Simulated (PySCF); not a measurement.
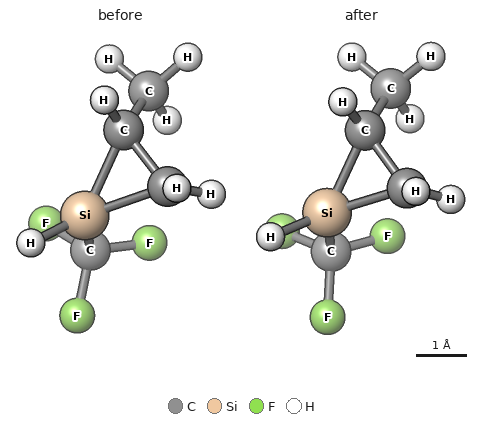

The structure of C₄H₇F₃Si before (left) and after (right) a relaxation, at one scale.

A ball-and-stick model, seen from a free direction.

The start comes from GFN2-xTB. Its atoms were then displaced at random by about 0.01 Å.

All numbers below come from PySCF, PBE0-D3(BJ)/def2-SVP geometry optimisation, gas phase. 

Describe what moved and what it gained.

Answer. An F atom moves most after the best rigid fit: 0.20 Å. Largest moves by element: F 0.20 Å, H 0.14 Å, Si 0.08 Å, C 0.06 Å. Among the contacts that change: C–Si 1.921 → 1.852 Å, H–Si 1.421 → 1.481 Å, C–H 1.064 → 1.095 Å, C–F 1.365 → 1.341 Å. Bond angles that change, for instance: C–Si–H 128.6° → 124.2°, C–Si–H 128.2° → 124.4°, Si–C–F 114.7° → 111.2°. After 14 geometry steps the energy has fallen by 0.229 eV.
